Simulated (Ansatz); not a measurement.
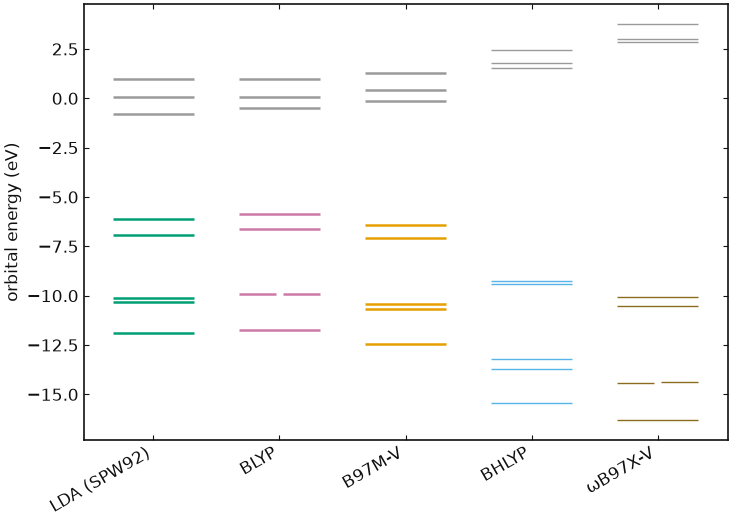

Frontier orbital energies of CH₃NO, SMILES NC=O at one geometry, def2-TZVPP, the Ansatz code, at a PBE0-D4/def2-TZVP geometry (a minimum by its frequencies). Empty levels are grey, levels within 0.1 eV stand side by side; all columns show the same few orbitals around the gap.

Q: How do the frontier levels move from column to column?

A: The separation grows from 5.28 eV (LDA (SPW92)) to 12.95 eV (ωB97X-V).

```csv
level,HOMO (eV),LUMO (eV),separation (eV)
LDA (SPW92),−6.10,−0.82,5.28
BLYP,−5.88,−0.47,5.42
B97M-V,−6.42,−0.16,6.26
BHLYP,−9.24,1.51,10.75
ωB97X-V,−10.08,2.87,12.95
```

Limits of at least one run: empty levels above zero depend strongly on the basis.
